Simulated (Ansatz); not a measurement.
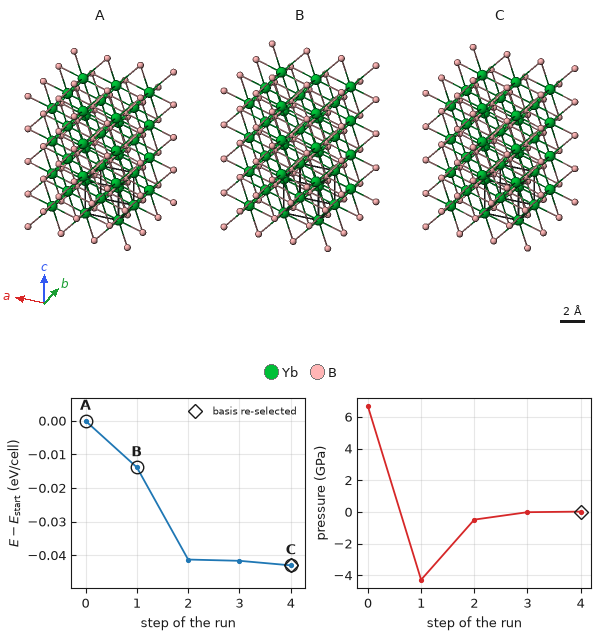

Frames of a relaxation of a crystal of YbB (a generated structure, set up in Pm-3m) (coarse preliminary run), marked on the history of the run. A ball-and-stick model of the cell of the calculation, repeated 2 × 2 × 3 with one cell outlined, seen from a free direction.

Level of theory: Ansatz 0.2.0, DFT PBE, scalar-relativistic, plane waves, PAW. (plane-wave cutoff 420 eV; k-point mesh 6 × 6 × 6; occupations gaussian; smearing width 0.1 eV; no spin polarisation; cell and atoms relaxed; force threshold 0.04 eV/Å; at most 70 steps)

**What happens along the run?**

No atom moves by more than 0.005 Å relative to the cell. Cell: a = b = c 3.093 → 3.167 Å (+2.4 %). Volume +7.4 %. Some distances before and after: Yb–Yb 3.093 → 3.167 Å, B–Yb 2.679 → 2.743 Å. The space group stays Pm-3m (No. 221). Over 3 accepted moves (4 points after the start) the energy falls by 43.0 meV per cell of the calculation. All forces vanish by symmetry, so only the cell relaxes. Pressure: 6.66 GPa at the start and 0.02 GPa at the end. At 1 point the geometry stayed and the basis and grid were re-selected for the new cell (energy shift of 1.4 meV per cell of the calculation at most each time). From step 0 to 1: volume +13.8 %, energy −13.8 meV per cell of the calculation. From step 1 to 4: volume −5.7 %, energy −29.2 meV per cell of the calculation.

Limits of the set-up: 4f states are treated without a Hubbard U.
